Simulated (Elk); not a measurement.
Band structure of Y2Mg (Cmcm, 6 atoms in the cell).

```yaml
crystal:
  lattice:
    - [6.37836, -2.60893, 0.00000]
    - [6.37836, 2.60893, 0.00000]
    - [0.00000, 0.00000, 5.21640]
  atoms:
    - { symbol: Y, position: [0.90968, 0.40284, 0.75000] }
    - { symbol: Y, position: [0.09032, 0.59716, 0.25000] }
    - { symbol: Y, position: [0.40284, 0.90968, 0.25000] }
    - { symbol: Y, position: [0.59716, 0.09032, 0.75000] }
    - { symbol: Mg, position: [0.25932, 0.74068, 0.75000] }
    - { symbol: Mg, position: [0.74068, 0.25932, 0.25000] }
```

Level of theory: PBEsol, all-electron FP-LAPW, Elk's shipped species files, APW+lo basis with extra local orbitals run with Elk 10.2.4.

Settings: xctype = 22; rgkmax = 8; swidth = 0.00367493 Ha; ngridk = 4 4 3; gmaxvr = 16 1/bohr; nxlo = 2; lorbcnd = true; lmaxi = 2; maxscl = 100.

The starting cell comes from a database of computed structures (which also holds hypothetical and non-ambient phases and stackings), without a prior relaxation at this level. Its lattice was rescaled by a random factor within 2.5 % of one. Values depend on the basis (sphere radii, cutoffs, local orbitals), which need not be converged.

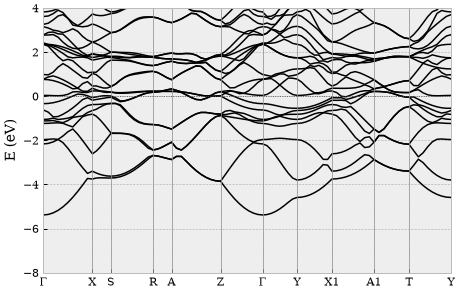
Figure: Bands along the path, energies from the Fermi level.

Levels in eV from the Fermi level, bands 29 to 36:
| point | 29 | 30 | 31 | 32 | 33 | 34 | 35 | 36 |
|---|---|---|---|---|---|---|---|---|
| Γ | -1.12 | -1.06 | -0.62 | -0.34 | 0.04 | 0.76 | 0.77 | 0.98 |
| X | -0.65 | -0.38 | -0.18 | -0.07 | 0.24 | 0.36 | 0.46 | 1.03 |
| S | -0.33 | -0.33 | -0.05 | 0.01 | 0.19 | 0.19 | 0.43 | 0.44 |
| R | -1.29 | -1.29 | 0.18 | 0.18 | 0.23 | 0.23 | 1.13 | 1.13 |
| A | -1.49 | -1.49 | 0.22 | 0.22 | 0.33 | 0.33 | 0.75 | 0.75 |
| Z | -0.81 | -0.81 | 0.01 | 0.01 | 0.21 | 0.21 | 0.75 | 0.75 |
| Y | -1.05 | -0.82 | -0.65 | -0.55 | 0.03 | 0.78 | 0.98 | 1.24 |
| X1 | -0.65 | -0.38 | -0.18 | -0.07 | 0.24 | 0.36 | 0.46 | 1.03 |
| A1 | -1.49 | -1.49 | 0.22 | 0.22 | 0.33 | 0.33 | 0.75 | 0.75 |
| T | -0.47 | -0.47 | -0.05 | -0.05 | 0.16 | 0.16 | 0.70 | 0.70 |

Bands cross the Fermi level along this path, so the cell is metallic at this level.
